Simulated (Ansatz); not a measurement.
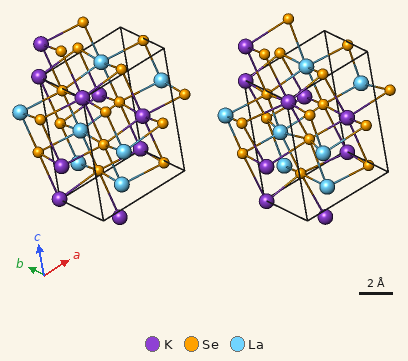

Two geometries of crystalline KLaSe2 (a generated structure, set up in P1), drawn at one scale. One is the start of a relaxation, the other its converged end. A ball-and-stick model of the cell of the calculation, reduced to other axes, seen slightly off an axis. Lengths and directions refer to the drawn axes.

These are results of DFT, PBEsol, plane waves, PAW (Ansatz 0.2.0), not measurements. (plane-wave cutoff 420 eV; k-point mesh 4 × 4 × 4; occupations fermi dirac; smearing width 0.05 eV; no spin polarisation; cell and atoms relaxed; force threshold 0.01 eV/Å; at most 120 steps)

**Which geometry has the lower energy?**

The left one is the relaxed one. Case: shaken. After 4 accepted moves (5 points after the start) the energy has fallen by 152 meV per atom. Largest force component: 1.8 eV/Å at the start, 0.0031 eV/Å at the end. Pressure: 1.84 GPa at the start and 0.00 GPa at the end. At 1 point the geometry stayed and the basis and grid were re-selected for the new cell (energy shift of less than 0.05 meV per atom at most each time). A Se atom moves most relative to the cell: 0.48 Å along [−2 −1 −2]. Largest moves by element: Se 0.48 Å, La 0.30 Å, K 0.22 Å. The drawn cell changes at constant volume: a 6.123 → 6.155 Å (+0.5 %), b 6.221 → 6.154 Å (−1.1 %), c 7.621 → 7.743 Å (+1.6 %), β 67.3° → 66.6°, γ 89.0° → 90.0°. Some distances before and after: K–Se 3.015 → 3.454 Å, La–Se 3.505 → 3.087 Å, La–Se 3.355 → 2.949 Å, K–Se 3.483 → 3.088 Å. Among the angles between lasting bonds that change: Se–La–Se 108.2° → 90.4°, Se–La–Se 74.6° → 90.4°, K–Se–La 74.5° → 89.6°. The space group (tolerance 0.01 Å) goes from P1 (No. 1) to I4_1/amd (No. 141). The run took 100 s on 4 threads of Arm Neoverse V1, on a shared host, peak memory 0.95 GiB.
